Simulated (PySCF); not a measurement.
# C8H8O: the cost of one run

Computed with PySCF 2.14.0 and routines of our own; the level stands in each step. Atoms count from 0.

## 1. The system as given

17 atoms, charge 0, multiplicity 1; geometry from: GFN2-xTB.

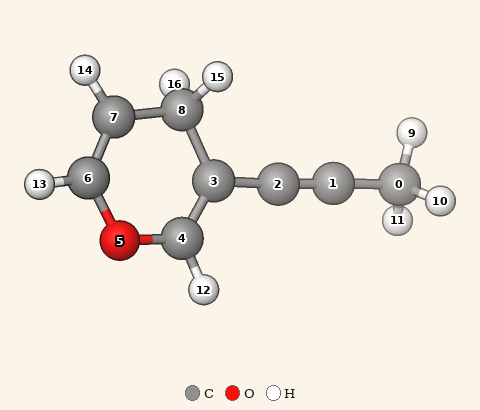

The starting geometry (carbon grey, oxygen red, hydrogen white).

## 2. Magnetic properties: GIAO PBE0/pcSseg-1

The job: settings as JSON, then the geometry in Å.

```
{"job": {"kind": "mag", "xc": "PBE0", "basis": "pcSseg-1", "isotopologues": 0}, "charge": 0, "multiplicity": 1}
C      3.696300     0.519828    -0.229313
C      2.285381     0.237290    -0.097216
C      1.117246    -0.024715     0.024683
C     -0.270009    -0.262797     0.133041
C     -0.735634    -1.376687     0.702971
O     -2.053372    -1.695353     0.853819
C     -2.944533    -0.782134     0.371763
C     -2.623361     0.360020    -0.216086
C     -1.199772     0.793178    -0.422034
H      3.844142     1.411794    -0.837692
H      4.138907     0.685378     0.753038
H      4.202725    -0.320155    -0.704684
H     -0.092918    -2.144565     1.107028
H     -3.960427    -1.111642     0.530678
H     -3.401768     1.018771    -0.565706
H     -1.014036     1.754455     0.075570
H     -0.995867     0.949367    -1.489770
```

Level: GIAO PBE0/pcSseg-1 magnetisability, rotational g tensor and spin-rotation constants, non-relativistic, gas phase.

Command:

```
$ OMP_NUM_THREADS=1 python excited_run.py task.json out
```

One launch serves the whole session: the jobs run in the order shown.

Q: Estimate the wall time and peak memory of this first job on 1 thread of Arm Neoverse V2, shared host.

About 44 s, with a peak of 1 GiB.
